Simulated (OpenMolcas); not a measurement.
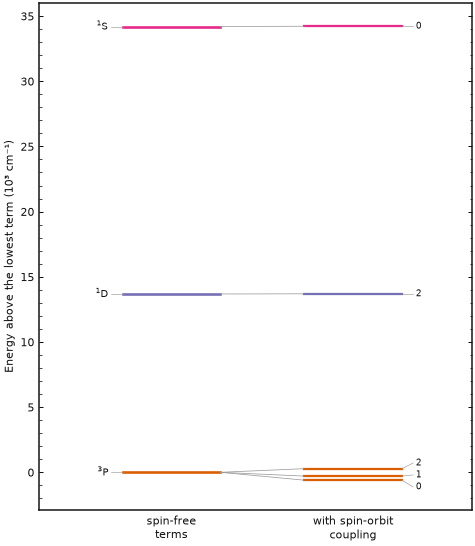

**Figure 1.** Terms of Cl³⁺ (chlorine, Z = 17) without and with spin-orbit coupling; numbers at the right are J. ³P (at 0) splits over 880 cm⁻¹ into J = 0, 1, 2 from the bottom up (normal); ¹D (at 13,700 cm⁻¹) gives the one level J = 2; ¹S (at 34,200 cm⁻¹) gives the one level J = 0. The ground level lies 601 cm⁻¹ below the lowest term.

Cl³⁺: multiconfigurational calculation

System: Cl³⁺.
Method: state-averaged CASSCF, active space 2 electrons in the shell 3p, basis ANO-R0, X2C scalar Hamiltonian, spin-orbit coupling by RASSI with atomic mean-field integrals (OpenMolcas).

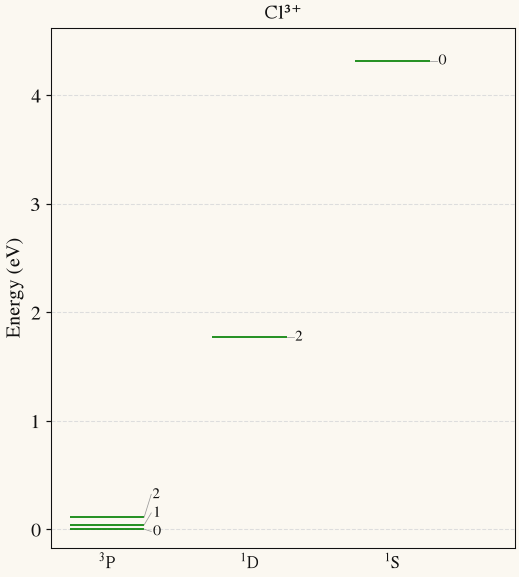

**Figure 2.** Level diagram of Cl³⁺ (chlorine, Z = 17). The lowest level is 3p² ³P₀. The first excited level, 3p² ³P₁, lies at 0.0385 eV. The ground term spreads over 0.109 eV in the order J = 0, 1, 2, a normal multiplet. All levels drawn have even parity, so no electric dipole line joins them. The leading LS term holds 100 % of a level on average. Spin-orbit coupling puts the ground level 0.0746 eV below the lowest spin-free term.

```tsv
Configuration	Level	E (eV)
3p²	³P₀	0
3p²	³P₁	0.03849
3p²	³P₂	0.1091
3p²	¹D₂	1.772
3p²	¹S₀	4.317
```

These pictures come from the run below.

### The input
```
&GATEWAY
Coord
1

Cl 0.0 0.0 0.0
Basis=ANO-R0
Group=XYZ
NoMove
AngMom=0.0 0.0 0.0
AMFI
&SEWARD
&RASSCF
FileOrb=start.orb
Symmetry=1
Spin=3
nActEl=2 0 0
Inactive=3 3
Ras2=0 3
CIRoot=3 3 1
SDav=3
CIMx=300
Iter=120 100
PrWF=0.3
OrbListing=Nothing
MaxOrb=0
Atom
>>> COPY $Project.JobIph JOB001
&RASSCF
FileOrb=start.orb
Symmetry=1
Spin=1
nActEl=2 0 0
Inactive=3 3
Ras2=0 3
CIRoot=6 6 1
SDav=6
CIMx=300
Iter=120 100
PrWF=0.3
OrbListing=Nothing
MaxOrb=0
Atom
>>> COPY $Project.JobIph JOB002
&RASSI
NrOfJobIphs=2 3 6
1 2 3
1 2 3 4 5 6
IphNames
JOB001
JOB002
EJob
SpinOrbit
DIPRint=1.0
SOCoupling=1000.0
Subsets=2
MEES
Property=10
'ANGMOM' 1 'ANGMOM' 2 'ANGMOM' 3 'MLTPL  1' 1 'MLTPL  1' 2 'MLTPL  1' 3
'AMFI' 1 'AMFI' 2 'AMFI' 3 'MLTPL  2' 6
SOProperty=3
'ANGMOM' 1 'ANGMOM' 2 'ANGMOM' 3
```

The file start.orb holds starting orbitals from an earlier step. A driver script formed the levels outside the program, from RASSI's spin-orbit matrix and the active-space energies, averaged over the components of each term or state.

Run as:
```bash
OMP_NUM_THREADS=1 MOLCAS_MEM=2252 MOLCAS_PROJECT=a pymolcas a.inp > a.log  # once for each step of the input, in one work folder
```

### Log (extracts)
```
--- SEWARD ---
Basis set label: CL.ANO-R...3S2P.

      Electronic valence basis set:
      ------------------
      Associated Effective Charge  17.000000 au
      Associated Actual Charge     17.000000 au
      Nuclear Model: Finite nucleus - Gaussian distribution
        Gaussian exponent, Xi/bohr**(-2):  3.84638E+08

      Shell  nPrim  nBasis  Cartesian Spherical Contaminant
         s      17       3        X
         p      11       2        X
                  Relativistic X2C integrals
                  Atomic mean-field integrals
--- RASSCF ---
Wave function specifications:
      -----------------------------

      Number of closed shell electrons          12
      Number of electrons in active shells       2
      Max number of holes in RAS1 space          0
      Max nr of electrons in RAS3 space          0
      Number of inactive orbitals                6
      Number of active orbitals                  3
      Number of secondary orbitals               0
      Spin quantum number                      1.0
      State symmetry                             1
Orbital specifications:
      -----------------------

      Symmetry species                           1   2
                                                ag  au
      Frozen orbitals                            0   0
      Inactive orbitals                          3   3
      Active orbitals                            0   3
      RAS1 orbitals                              0   0
      RAS2 orbitals                              0   3
      RAS3 orbitals                              0   0
      Secondary orbitals                         0   0
      Deleted orbitals                           0   0
      Number of basis functions                  3   6
      Number of CSFs                             3
      Number of root(s) required                 3
      Iter CI   SX   CI       RASSCF       Energy    max ROT     max BLB   max BLB  Level Ln srch  Step   QN
          iter iter root      energy       change     param      element    value   shift minimum  type update
 Nr of preliminary CI iterations:   1
        1   1    2    0  -458.06736833    0.00E+00  -3.04E-03    3   6 2  3.40E-02*  0.00   0.00    SX    NO
        2   1    2    0  -458.06768939   -3.21E-04* -1.08E-04    3   6 2  1.21E-03*  0.00   0.00    SX    NO
        3   1    2    0  -458.06768979   -4.03E-07* -3.84E-06    1   4 2  4.29E-05   0.00   0.00    SX    NO
        4   1    2    0  -458.06768979   -5.12E-10  -1.37E-07    3   6 2  1.53E-06   0.00   0.00    SX    NO
      Convergence after  4 iterations
        5   1    2    0  -458.06768979   -4.55E-13  -1.37E-07    1   4 2  5.45E-08   0.00   0.00    SX    NO
      Natural orbitals and occupation numbers for root  1
      sym 2:   1.000000   0.000000   1.000000
      Natural orbitals and occupation numbers for root  2
      sym 2:   1.000000   1.000000   0.000000
      Natural orbitals and occupation numbers for root  3
      sym 2:   0.000000   1.000000   1.000000
::    RASSCF root number  1 Total energy:   -458.06768979
::    RASSCF root number  2 Total energy:   -458.06768979
::    RASSCF root number  3 Total energy:   -458.06768979
--- RASSCF ---
Wave function specifications:
      -----------------------------

      Number of closed shell electrons          12
      Number of electrons in active shells       2
      Max number of holes in RAS1 space          0
      Max nr of electrons in RAS3 space          0
      Number of inactive orbitals                6
      Number of active orbitals                  3
      Number of secondary orbitals               0
      Spin quantum number                      0.0
      State symmetry                             1
Orbital specifications:
      -----------------------

      Symmetry species                           1   2
                                                ag  au
      Frozen orbitals                            0   0
      Inactive orbitals                          3   3
      Active orbitals                            0   3
      RAS1 orbitals                              0   0
      RAS2 orbitals                              0   3
      RAS3 orbitals                              0   0
      Secondary orbitals                         0   0
      Deleted orbitals                           0   0
      Number of basis functions                  3   6
      Number of CSFs                             6
      Number of root(s) required                 6
      Iter CI   SX   CI       RASSCF       Energy    max ROT     max BLB   max BLB  Level Ln srch  Step   QN
          iter iter root      energy       change     param      element    value   shift minimum  type update
 Nr of preliminary CI iterations:   1
        1   1    2    0  -457.98976654    0.00E+00   4.59E-04    2   4 2 -5.14E-03*  0.00   0.00    SX    NO
        2   1    2    0  -457.98977388   -7.34E-06*  1.68E-05    2   4 2 -1.89E-04*  0.00   0.00    SX    NO
        3   1    2    0  -457.98977389   -9.89E-09   6.18E-07    2   4 2 -6.91E-06   0.00   0.00    SX    NO
        4   1    2    0  -457.98977389   -1.38E-11   2.27E-08    2   4 2 -2.54E-07   0.00   0.00    SX    NO
      Convergence after  4 iterations
        5   1    2    0  -457.98977389    5.68E-13   2.27E-08    2   4 2 -9.30E-09   0.00   0.00    SX    NO
      Natural orbitals and occupation numbers for root  1
      sym 2:   1.000076   0.999924   0.000000
      Natural orbitals and occupation numbers for root  2
      sym 2:   0.000000   1.000478   0.999522
      Natural orbitals and occupation numbers for root  3
      sym 2:   1.013350   0.000181   0.986469
::    RASSCF root number  1 Total energy:   -458.00535560
::    RASSCF root number  2 Total energy:   -458.00535560
::    RASSCF root number  3 Total energy:   -458.00535560
::    RASSCF root number  4 Total energy:   -458.00535560
::    RASSCF root number  5 Total energy:   -458.00535560
::    RASSCF root number  6 Total energy:   -457.91186534
--- RASSI ---
SPIN-FREE ENERGIES:
  (Shifted by EMIN (a.u.) =       -458.0676897907)

 SF State       Relative EMIN(au)   Rel lowest level(eV)    D:o, cm**(-1)      L_eff

     1             0.0000000000        0.0000000000              0.0000         1.0
     2             0.0000000000        0.0000000000              0.0000         1.0
     3             0.0000000000        0.0000000000              0.0000         1.0
     4             0.0623341945        1.6961998426          13680.7744         2.0
     5             0.0623341945        1.6961998426          13680.7744         2.0
     6             0.0623341945        1.6961998426          13680.7744         2.0
     7             0.0623341945        1.6961998426          13680.7744         2.0
     8             0.0623341945        1.6961998426          13680.7744         2.0
     9             0.1558244473        4.2401992218          34199.5131         0.0
     Dipole printing threshold changed to   1.00000000E+00
Eigenvalues of complex Hamiltonian:
   -----------------------------------
  (Shifted by EMIN (a.u.) =       -458.0676897907)

 SO State       Relative EMIN(au)   Rel lowest level(eV)    D:o, cm**(-1)     J-value

     1            -0.0027400295        0.0000000000              0.0000        -0.0
     2            -0.0013255342        0.0384903794            310.4458         0.6
     3            -0.0013255342        0.0384903794            310.4458         1.0
     4            -0.0013255342        0.0384903794            310.4458         0.6
     5             0.0012677852        0.1090581953            879.6137         1.1
     6             0.0012677852        0.1090581953            879.6137         1.8
     7             0.0012677852        0.1090581953            879.6137         1.3
     8             0.0012677852        0.1090581953            879.6137         1.8
     9             0.0012677852        0.1090581953            879.6137         1.7
    10             0.0623919434        1.7723312732          14294.8158         1.0
    11             0.0623919434        1.7723312732          14294.8158         2.0
    12             0.0623919434        1.7723312732          14294.8158         1.8
    13             0.0623919434        1.7723312732          14294.8158         1.8
    14             0.0623919434        1.7723312732          14294.8158         1.0
    15             0.1559134085        4.3171799806          34820.4048         0.0
Weights of the five most important spin-orbit-free states for each spin-orbit state.

 SO State  Total energy (au)           Spin-free states, spin, and weights
 -------------------------------------------------------------------------------------------------------
    1        -0.002740       1 1.0  0.3331    2 1.0  0.3331    3 1.0  0.3331    9 0.0  0.0006    4 0.0  0.0000
    2        -0.001326       3 1.0  0.4964    2 1.0  0.4920    1 1.0  0.0116    5 0.0  0.0000    6 0.0  0.0000
    3        -0.001326       3 1.0  0.4984    1 1.0  0.4914    2 1.0  0.0102    6 0.0  0.0000    7 0.0  0.0000
    4        -0.001326       2 1.0  0.4978    1 1.0  0.4970    3 1.0  0.0052    5 0.0  0.0000    6 0.0  0.0000
    5         0.001268       3 1.0  0.5644    1 1.0  0.3770    2 1.0  0.0577    8 0.0  0.0005    4 0.0  0.0003
    6         0.001268       3 1.0  0.4995    2 1.0  0.4917    1 1.0  0.0079    6 0.0  0.0004    5 0.0  0.0004
    7         0.001268       3 1.0  0.5947    1 1.0  0.2503    2 1.0  0.1540    8 0.0  0.0004    4 0.0  0.0003
    8         0.001268       1 1.0  0.4998    2 1.0  0.4992    5 0.0  0.0005    6 0.0  0.0003    8 0.0  0.0000
    9         0.001268       1 1.0  0.5301    2 1.0  0.4625    3 1.0  0.0064    7 0.0  0.0006    4 0.0  0.0002
   10         0.062392       8 0.0  0.9991    3 1.0  0.0005    1 1.0  0.0005    2 1.0  0.0000    7 0.0  0.0000
   11         0.062392       7 0.0  0.9991    2 1.0  0.0006    1 1.0  0.0002    3 1.0  0.0002    8 0.0  0.0000
   12         0.062392       6 0.0  0.9991    2 1.0  0.0005    3 1.0  0.0003    1 1.0  0.0002    7 0.0  0.0000
```

### Summary

- outcome: converged
- lowest level: 3p² ³P₀
- first excited level: 3p² ³P₁, 310 cm⁻¹ (measured: 491)
- energy of the lowest spin-free term: −458.06769 hartree
- energy of the lowest spin-orbit level: −458.07043 hartree
- largest spread among components of a term: 0.0 cm⁻¹
- hardware: 1 CPU thread, shared host
- wall time: 2.3 s

### Notes

Without dynamic correlation the splittings between terms come out too large, often by 20 to 50 %. Caveats: small basis contracted for the neutral atom, rough for a high charge; closed s shell leaves the highest p terms too high; only configurations of the active space are included.
